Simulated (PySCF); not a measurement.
## Electronic structure of C₅H₈BClSi in real space

Input file:

```
{"job": {"kind": "nmr", "xc": "PBE0", "basis": "pcSseg-1"}, "charge": 0, "multiplicity": 1}
B      2.509718    -1.040138     0.164660
C      1.960824     0.377433    -0.001986
C      0.681193     0.702922     0.259028
C     -0.008930     1.982371     0.180897
C     -1.263359     1.705915     0.592336
Si    -0.916444    -0.140396     0.891894
C     -1.766549    -1.353118    -0.313811
Cl    -3.457637    -1.591507     0.211424
H      1.779529    -1.893427     0.500570
H      3.638383    -1.272932    -0.038348
H      2.606081     1.186131    -0.340207
H      0.415452     2.922046    -0.137975
H     -2.080565     2.401624     0.687099
H     -0.997820    -0.661106     2.254117
H     -1.301204    -2.335364    -0.318519
H     -1.806269    -0.981512    -1.335106
```

Command:

```sh
OMP_NUM_THREADS=1 python probes_run.py task.json out
```

Geometry: GFN2-xTB.

All numbers below come from PBE0/pcSseg-1, SCF density, gas phase, non-relativistic (PySCF).

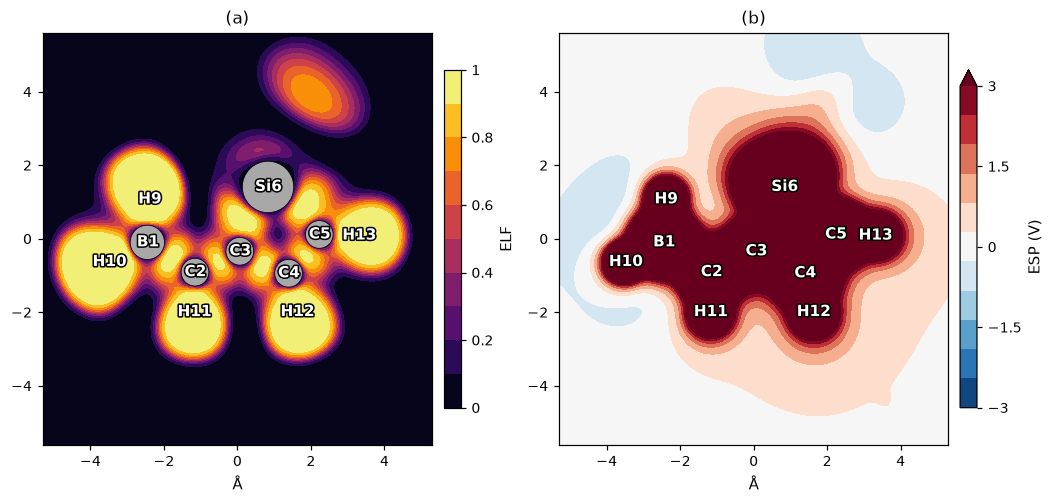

Figure 1. (a) electron localisation function; (b) molecular electrostatic potential on the plane of atoms H9, B1 and H10. Grey discs cover the atomic cores in the ELF map.

Q: Describe what can be read from this map.

A:
- Atoms in the plane: B, C, Si and H.
- C–C (1.35 Å): the ELF peaks at about 0.95 between the atoms (a covalent bond).
- C–B (1.53 Å): the ELF peaks at about 0.95 between the atoms: a covalent bond.
- C–Si (1.90 Å): the ELF peaks at about 0.95 between the atoms: a shared electron pair.
- C–H (1.08 Å): the ELF climbs to about 1 towards the hydrogen, as it does in any bond to H (a covalent bond by its length).
- C–C (1.46 Å): the ELF peaks at about 0.95 between the atoms, as expected for a covalent bond.
- The ELF also peaks beside Cl8, away from the bonds: lone-pair regions.
- Outside the dense part of the molecule the potential is most negative (−0.6 V) near Cl8, which lies off the plane.

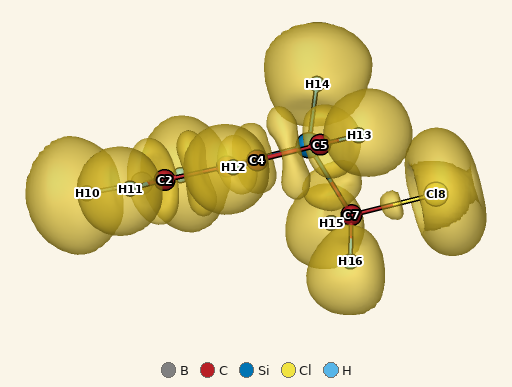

Figure 2. Isosurface of the electron localisation function at 0.8 (yellow), seen from one side. Core shells and regions of very low density are left out.

Q: Describe the localisation domains.

A: The ELF exceeds this value in one region between bonded B–C atoms (shared pairs), three regions between bonded C–C atoms (shared pairs), one region between bonded C–Cl atoms (shared pairs), three regions between bonded C–Si atoms (shared pairs), eight regions around hydrogen nuclei and one ring or bowl of non-bonding electrons around Cl.

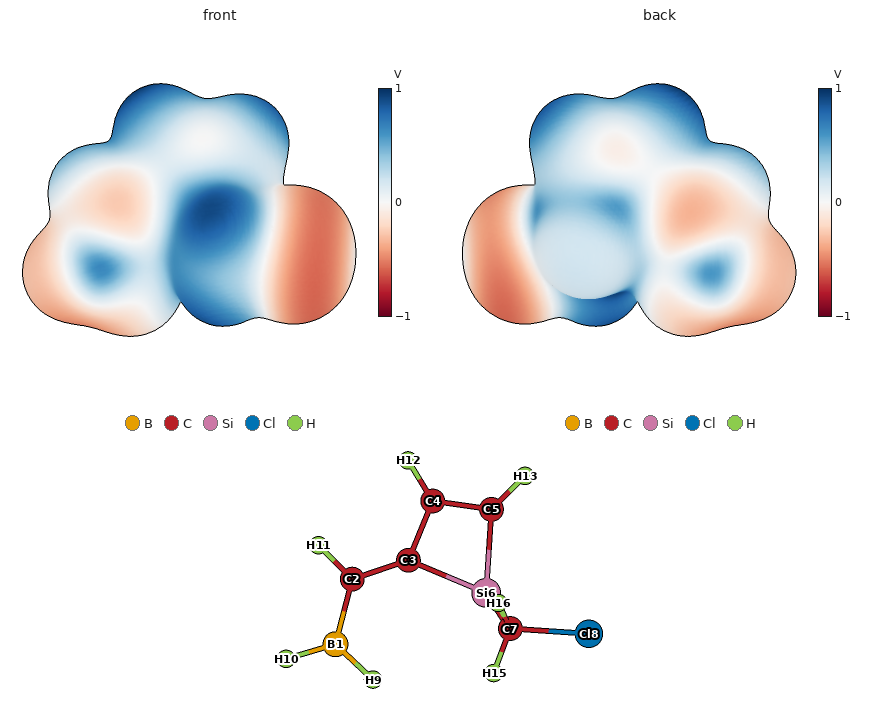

Figure 3. The electrostatic potential painted on the density surface at 0.001 e/bohr³, seen from the front and from behind; red is negative and blue positive. The bare structure is drawn below in the same view.

Q: Where is the surface potential most negative and most positive?

A: The most negative region (about −0.6 V, or −14 kcal/mol for a unit charge) lies over Cl8, the most positive (about +0.9 V, or +21 kcal/mol for a unit charge) over Si6, H12 and H16.
